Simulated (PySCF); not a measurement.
Run report: C8H12BN, geometry relaxation (part 1 of 2)

C8H12BN, computed with PBE0-D3(BJ)/def2-SVP geometry optimisation, gas phase (PySCF 2.14.0).

It belongs to a series of runs on one base structure; here: H on C replaced by BH2.

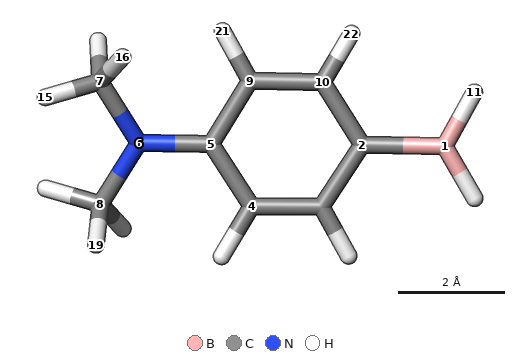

Fig. 1: The starting structure (stick view, seen at a tilt; atoms are numbered from 1 in the order of the input). Bond lengths as drawn: B–C 1.56 Å, B–H 1.14 to 1.17 Å, C–C 1.32 to 1.42 Å, C–H 1.07 to 1.11 Å and C–N 1.37 to 1.43 Å.

**The input**
```
{"job": {"xc": "PBE0", "basis": "def2-SVP", "d3": "d3bj", "grid": 1, "shake": 0.01, "kind": "geom"}, "charge": 0, "multiplicity": 1}
B      3.945000    -0.538650    -0.357840
C      2.407010    -0.319120    -0.224740
C      1.489810    -1.393230    -0.250530
C      0.184740    -1.222400    -0.122040
C     -0.411850     0.047920     0.026860
N     -1.762080     0.235710     0.159270
C     -2.300060     1.496910     0.569370
C     -2.663680    -0.839370    -0.112960
C      0.476190     1.149960     0.078780
C      1.830630     0.953380    -0.057310
H      4.636940     0.407260    -0.337500
H      4.375600    -1.588900    -0.479160
H      1.872120    -2.382860    -0.362130
H     -0.499170    -2.094870    -0.116310
H     -3.329210     1.338850     0.932750
H     -1.722670     1.942520     1.390010
H     -2.338180     2.227680    -0.261290
H     -3.679160    -0.426990    -0.285010
H     -2.747410    -1.554650     0.734040
H     -2.400120    -1.387770    -0.995350
H      0.083100     2.150840     0.147080
H      2.487350     1.802130    -0.062510
```

The first line tells a small driver script what to run in PySCF; the rest is the geometry in Å.

Launch command:
```bash
OMP_NUM_THREADS=1 python <driver script> task.json out
```

**Output**
```
step   0  E = -390.91099486  max force = 0.080151
step   1  E = -390.92144879  max force = 0.018340
step   2  E = -390.92175715  max force = 0.005421
step   3  E = -390.92180395  max force = 0.003101
step   4  E = -390.92197871  max force = 0.002219
step   5  E = -390.92196343  max force = 0.002372
step   6  E = -390.92205292  max force = 0.000796
step   7  E = -390.92207792  max force = 0.001210
step   8  E = -390.92212097  max force = 0.001321
step   9  E = -390.92220143  max force = 0.001262
step  10  E = -390.92228154  max force = 0.001087
step  11  E = -390.92231263  max force = 0.000383
step  12  E = -390.92231798  max force = 0.000220
optimisation converged
```

**Trajectory as extended XYZ (Å, eV, eV/Å), 13 frames, from step=0 to step=12**
```
22
Properties=species:S:1:pos:R:3:forces:R:3 step=0 energy=-10637.22998
B     3.9450   -0.5386   -0.3578   -2.3115   1.2655   0.2259
C     2.4070   -0.3191   -0.2247    0.8991  -0.2297  -0.0719
C     1.4898   -1.3932   -0.2505    2.7691   0.3268  -0.1317
C     0.1847   -1.2224   -0.1220   -4.1216  -0.5831   0.1715
C    -0.4118    0.0479    0.0269    0.2082   0.8593   0.3690
N    -1.7621    0.2357    0.1593    0.6117  -0.3821  -0.1672
C    -2.3001    1.4969    0.5694   -0.3379   0.1716  -0.1020
C    -2.6637   -0.8394   -0.1130   -1.0800   0.2912   1.0046
C     0.4762    1.1500    0.0788   -0.3574  -0.3323  -0.2172
C     1.8306    0.9534   -0.0573    0.1887  -0.4391  -0.0846
H     4.6369    0.4073   -0.3375    0.7013   0.7491   0.0235
H     4.3756   -1.5889   -0.4792    0.7300  -1.7448  -0.1929
H     1.8721   -2.3829   -0.3621    0.3958  -0.9619  -0.1036
H    -0.4992   -2.0949   -0.1163    0.4660   0.3079  -0.0553
H    -3.3292    1.3389    0.9327    0.1473   0.1011  -0.0426
H    -1.7227    1.9425    1.3900    0.0774   0.0033   0.0783
H    -2.3382    2.2277   -0.2613   -0.0173   0.0633   0.0571
H    -3.6792   -0.4270   -0.2850    0.3154  -0.1373   0.0451
H    -2.7474   -1.5547    0.7340    0.0345   0.0298  -0.1462
H    -2.4001   -1.3878   -0.9953    0.3751  -0.5064  -0.8443
H     0.0831    2.1508    0.1471   -0.1110   0.4653   0.1160
H     2.4874    1.8021   -0.0625    0.4170   0.6827   0.0685
22
Properties=species:S:1:pos:R:3:forces:R:3 step=1 energy=-10637.51445
B     3.9051   -0.4772   -0.4405    0.1702  -0.3043   0.0598
C     2.4052   -0.3090   -0.2424   -0.0372   0.1980  -0.0002
C     1.5077   -1.3941   -0.2586   -0.6197  -0.1302   0.0370
C     0.1278   -1.2339   -0.1177    0.9431  -0.0327  -0.0129
C    -0.4227    0.0550    0.0646   -0.2408  -0.1065  -0.1522
N    -1.7742    0.2238    0.1777   -0.0745   0.1571   0.1068
C    -2.3125    1.5221    0.5023    0.0671  -0.0233   0.0463
C    -2.6675   -0.8961    0.0205    0.1515  -0.0882  -0.2905
C     0.4652    1.1590    0.0940    0.0377   0.0605   0.0162
C     1.8249    0.9688   -0.0567    0.0553   0.0465  -0.0478
H     4.6400    0.4873   -0.4360   -0.0087  -0.0024  -0.0217
H     4.3876   -1.5917   -0.5889   -0.0883   0.2260  -0.0022
H     1.8981   -2.4101   -0.3866    0.0151   0.0799  -0.0100
H    -0.4962   -2.1201   -0.1324   -0.1840  -0.0990  -0.0001
H    -3.3812    1.4331    0.7284   -0.0308  -0.0339  -0.0004
H    -1.8165    1.9469    1.3926   -0.0461   0.0116  -0.0272
H    -2.2020    2.2473   -0.3232    0.0180   0.0111  -0.0310
H    -3.7031   -0.5414   -0.0344   -0.0112   0.0516   0.0111
H    -2.5976   -1.6185    0.8508    0.0113  -0.0551   0.0802
H    -2.4513   -1.4443   -0.9199   -0.0868   0.0985   0.1918
H     0.0772    2.1716    0.2054    0.0104  -0.0172   0.0285
H     2.4838    1.8444   -0.0502   -0.0520  -0.0479   0.0183
22
Properties=species:S:1:pos:R:3:forces:R:3 step=2 energy=-10637.52284
B     3.9133   -0.4829   -0.4166    0.0177  -0.0152  -0.0233
C     2.4087   -0.3010   -0.2450    0.1353   0.0264  -0.0414
C     1.5220   -1.3974   -0.2826   -0.2787   0.1390   0.0604
C     0.1509   -1.2424   -0.1456   -0.0479  -0.2074  -0.0175
C    -0.4274    0.0378    0.0390    0.1446   0.2652   0.0365
N    -1.7748    0.2264    0.1743    0.0101  -0.2026  -0.0006
C    -2.3119    1.5257    0.4925    0.0666   0.0156  -0.0281
C    -2.6770   -0.8881    0.0410   -0.0017  -0.0660  -0.0284
C     0.4583    1.1455    0.0829    0.0212   0.0845  -0.0045
C     1.8215    0.9728   -0.0583   -0.0070  -0.1213  -0.0011
H     4.6517    0.4785   -0.4040    0.0165  -0.0017   0.0143
H     4.3870   -1.5900   -0.5792   -0.0269   0.0530   0.0172
H     1.9249   -2.4055   -0.4182    0.0070   0.0277  -0.0021
H    -0.4770   -2.1330   -0.1678   -0.0625   0.0128  -0.0100
H    -3.3795    1.4294    0.7249    0.0110  -0.0060  -0.0092
H    -1.8168    1.9656    1.3746   -0.0091  -0.0017   0.0046
H    -2.2101    2.2415   -0.3436    0.0102   0.0056   0.0056
H    -3.7080   -0.5154    0.0083   -0.0066  -0.0262   0.0074
H    -2.5977   -1.6046    0.8796    0.0045   0.0017   0.0005
H    -2.4954   -1.4450   -0.8942   -0.0035   0.0160   0.0185
H     0.0637    2.1526    0.2148    0.0046   0.0071  -0.0004
H     2.4715    1.8522   -0.0282   -0.0055  -0.0066   0.0016
22
Properties=species:S:1:pos:R:3:forces:R:3 step=3 energy=-10637.52411
B     3.9069   -0.5063   -0.4054   -0.1042   0.1200  -0.0427
C     2.4023   -0.2971   -0.2507    0.0693  -0.0073  -0.0357
C     1.4942   -1.3787   -0.2987    0.1291  -0.0953   0.0049
C     0.1307   -1.2234   -0.1623   -0.0686   0.0296  -0.0294
C    -0.4190    0.0697    0.0275   -0.0686   0.0272   0.1090
N    -1.7674    0.2311    0.1736    0.0228   0.0104  -0.0160
C    -2.3264    1.5219    0.4846   -0.0263   0.0124  -0.0750
C    -2.6439   -0.9058    0.0551   -0.1120   0.0502   0.1595
C     0.4721    1.1754    0.0797   -0.1119  -0.1121  -0.0168
C     1.8329    0.9826   -0.0593    0.0035  -0.0786   0.0271
H     4.6654    0.4391   -0.3792    0.0020   0.0053   0.0269
H     4.3578   -1.6148   -0.5750    0.0269  -0.0855   0.0094
H     1.8915   -2.3862   -0.4427    0.0364  -0.0454  -0.0049
H    -0.5209   -2.1016   -0.1919    0.1374   0.1311  -0.0019
H    -3.3921    1.4022    0.7169    0.0144   0.0364  -0.0091
H    -1.8435    1.9799    1.3632    0.0249  -0.0138   0.0271
H    -2.2390    2.2330   -0.3578    0.0079  -0.0032   0.0225
H    -3.6835   -0.5554    0.0366    0.0021  -0.0307   0.0132
H    -2.5366   -1.6156    0.8987   -0.0041   0.0365  -0.0502
H    -2.4665   -1.4627   -0.8759    0.0195  -0.0306  -0.0982
H     0.0884    2.1845    0.2263   -0.0290   0.0086  -0.0118
H     2.4944    1.8510   -0.0148    0.0285   0.0348  -0.0080
22
Properties=species:S:1:pos:R:3:forces:R:3 step=4 energy=-10637.52887
B     3.9097   -0.4930   -0.4035   -0.0722   0.0780  -0.0455
C     2.4039   -0.2980   -0.2504    0.0289   0.0060  -0.0297
C     1.5014   -1.3841   -0.2993    0.0679  -0.0646   0.0125
C     0.1360   -1.2320   -0.1635   -0.0752   0.0226  -0.0300
C    -0.4240    0.0569    0.0268   -0.0138   0.0060   0.0906
N    -1.7720    0.2238    0.1725    0.0611   0.0167  -0.0135
C    -2.3101    1.5237    0.4829   -0.0826  -0.0089  -0.0542
C    -2.6616   -0.9038    0.0560   -0.0483   0.0430   0.1141
C     0.4633    1.1641    0.0795   -0.0480  -0.0625  -0.0173
C     1.8253    0.9772   -0.0587    0.0138  -0.0328   0.0300
H     4.6598    0.4591   -0.3750   -0.0011   0.0031   0.0255
H     4.3711   -1.5984   -0.5729    0.0215  -0.0631   0.0111
H     1.9030   -2.3904   -0.4435    0.0194  -0.0294  -0.0019
H    -0.5093   -2.1125   -0.1941    0.0703   0.0684  -0.0046
H    -3.3770    1.4226    0.7176    0.0012   0.0269  -0.0086
H    -1.8173    1.9742    1.3602    0.0091  -0.0168   0.0188
H    -2.2128    2.2325   -0.3603    0.0085  -0.0026   0.0182
H    -3.6976   -0.5433    0.0384    0.0004  -0.0194   0.0112
H    -2.5610   -1.6138    0.8994    0.0028   0.0228  -0.0340
H    -2.4905   -1.4632   -0.8759    0.0190  -0.0169  -0.0678
H     0.0754    2.1717    0.2258   -0.0007  -0.0018  -0.0167
H     2.4821    1.8497   -0.0134    0.0182   0.0251  -0.0079
22
Properties=species:S:1:pos:R:3:forces:R:3 step=5 energy=-10637.52845
B     3.9109   -0.4915   -0.4191    0.0473  -0.0239   0.0275
C     2.4078   -0.3063   -0.2543   -0.0100  -0.0072  -0.0097
C     1.5092   -1.3959   -0.2930   -0.1169   0.1220   0.0222
C     0.1424   -1.2292   -0.1513    0.0185  -0.0975  -0.0021
C    -0.4229    0.0565    0.0433    0.0284   0.0917  -0.0189
N    -1.7717    0.2311    0.1798   -0.0486  -0.1136   0.0038
C    -2.3255    1.5262    0.4858    0.1101   0.0295  -0.0042
C    -2.6603   -0.8959    0.0532    0.0054  -0.0410  -0.0509
C     0.4665    1.1592    0.0860    0.0276   0.0088   0.0094
C     1.8277    0.9679   -0.0592    0.0248   0.0446  -0.0029
H     4.6545    0.4656   -0.3841    0.0042  -0.0034  -0.0095
H     4.3809   -1.5990   -0.5800   -0.0107   0.0263  -0.0076
H     1.9070   -2.4054   -0.4369   -0.0178   0.0277   0.0009
H    -0.4994   -2.1069   -0.1812   -0.0521  -0.0598   0.0007
H    -3.3958    1.4234    0.7022    0.0079  -0.0143  -0.0104
H    -1.8474    1.9711    1.3747   -0.0049   0.0128   0.0022
H    -2.2161    2.2407   -0.3500    0.0146   0.0076  -0.0025
H    -3.6980   -0.5414    0.0309    0.0016   0.0007   0.0072
H    -2.5621   -1.6102    0.8906    0.0074  -0.0203   0.0095
H    -2.4779   -1.4486   -0.8845   -0.0221   0.0112   0.0290
H     0.0821    2.1695    0.2217   -0.0058   0.0113   0.0084
H     2.4857    1.8418   -0.0260   -0.0088  -0.0131  -0.0020
22
Properties=species:S:1:pos:R:3:forces:R:3 step=6 energy=-10637.53089
B     3.9087   -0.4884   -0.4177    0.0256  -0.0195   0.0283
C     2.4053   -0.3016   -0.2534   -0.0031  -0.0014  -0.0088
C     1.5056   -1.3907   -0.2924   -0.0409   0.0256   0.0050
C     0.1388   -1.2331   -0.1519    0.0387  -0.0194   0.0033
C    -0.4241    0.0536    0.0427    0.0088   0.0131  -0.0308
N    -1.7726    0.2250    0.1787   -0.0210  -0.0142   0.0180
C    -2.3141    1.5251    0.4844    0.0223   0.0090  -0.0058
C    -2.6647   -0.8997    0.0528    0.0178  -0.0142  -0.0209
C     0.4641    1.1581    0.0861    0.0004   0.0313   0.0132
C     1.8261    0.9727   -0.0582   -0.0042  -0.0081  -0.0063
H     4.6539    0.4675   -0.3826    0.0013  -0.0012  -0.0084
H     4.3771   -1.5959   -0.5788   -0.0058   0.0156  -0.0086
H     1.9062   -2.3986   -0.4364   -0.0025   0.0109  -0.0020
H    -0.5019   -2.1129   -0.1824   -0.0229  -0.0241   0.0014
H    -3.3849    1.4315    0.7022   -0.0019  -0.0074  -0.0102
H    -1.8311    1.9669    1.3723   -0.0079   0.0047   0.0024
H    -2.1993    2.2379   -0.3523    0.0110   0.0029   0.0004
H    -3.7013   -0.5420    0.0318    0.0012   0.0057   0.0094
H    -2.5676   -1.6144    0.8904    0.0071  -0.0114   0.0033
H    -2.4855   -1.4530   -0.8845   -0.0141   0.0079   0.0127
H     0.0766    2.1673    0.2223   -0.0012   0.0029   0.0060
H     2.4823    1.8476   -0.0244   -0.0087  -0.0088  -0.0014
```
